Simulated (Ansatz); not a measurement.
```xyz
9

C     0.0581   -1.1457    1.0670
N     0.2690    0.0662    0.3615
Mo    0.0477    1.0356   -1.0312
O    -0.7771    0.0809   -2.1227
F     1.7232    1.5143   -1.6685
Cl   -1.2467    2.7905   -0.4142
H     1.0200   -1.5729    1.3655
H    -0.4851   -1.8718    0.4516
H    -0.5205   -0.9436    1.9739
```

Geometry: PBE0-D4/def2-TZVP; core potentials replace the inner electrons of Mo.

Method: RKS PBE0-D4/def2-TZVPP (Ansatz 0.2.0).

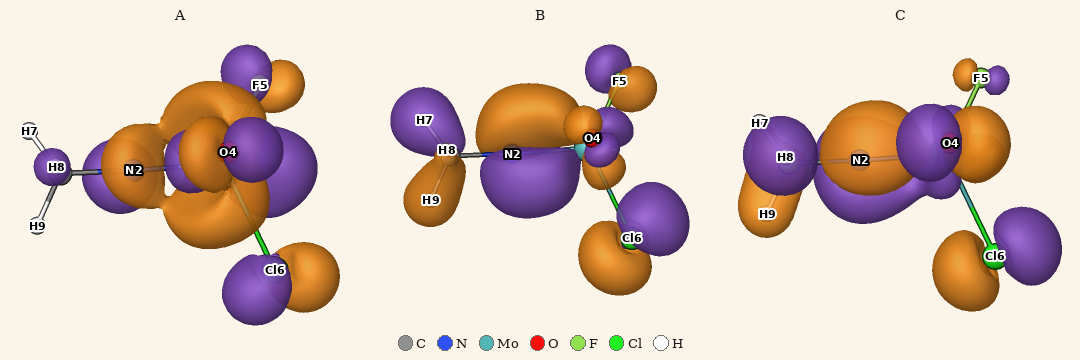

CH3ClFMoNO (SMILES C[N]=[Mo](=[O])([F])[Cl]). Three frontier orbitals at ±0.1 Å⁻³ᐟ² (orange and purple are the two phases), in no order.

Q: Order the three orbitals by energy and name them.

A: B is the HOMO−1 (−8.73 eV). Its weight (Hirshfeld) is mainly on N2 (about 35 %), Mo3 (about 20 %), Cl6 (about 20 %), C1 (about 10 %) and F5 (about 5 %). C is the HOMO (−8.32 eV). Its weight (Hirshfeld) is mainly on N2 (about 40 %), O4 (about 15 %), Mo3 (about 15 %), Cl6 (about 15 %) and C1 (about 10 %). A is the LUMO (−2.57 eV). By Hirshfeld shares it lies mainly on Mo3 (about 60 %), Cl6 (about 10 %), N2 (about 10 %), O4 (about 10 %) and F5 (about 5 %).

Q: What is the HOMO–LUMO gap?

A: 5.75 eV between the orbital energies.
